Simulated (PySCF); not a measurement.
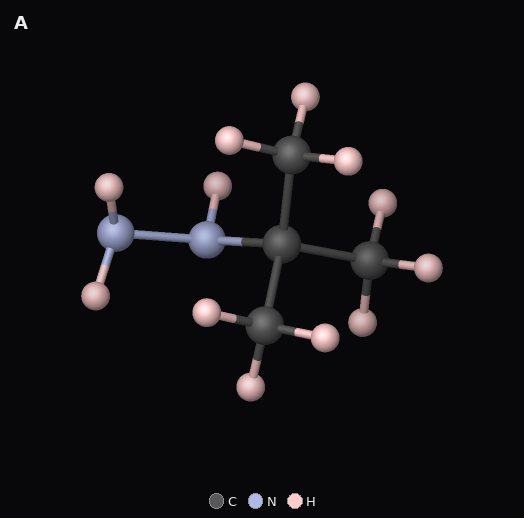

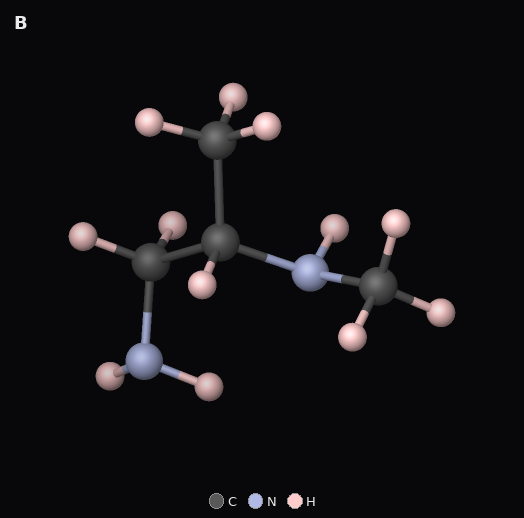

2 stationary structures of one formula. Geometries: GFN2-xTB. Electronic energies: PBE0/pcSseg-1 (PySCF 2.14.0), without zero-point energy. No frequency run is at hand to confirm each as a minimum. Each is one conformer, not always the lowest.

Question: Which structure is the most stable?

Answer: B is lowest; A lies 0.520 eV above it. A is `CC(C)(C)NN`, B is `CN[C@@H](C)CN`.
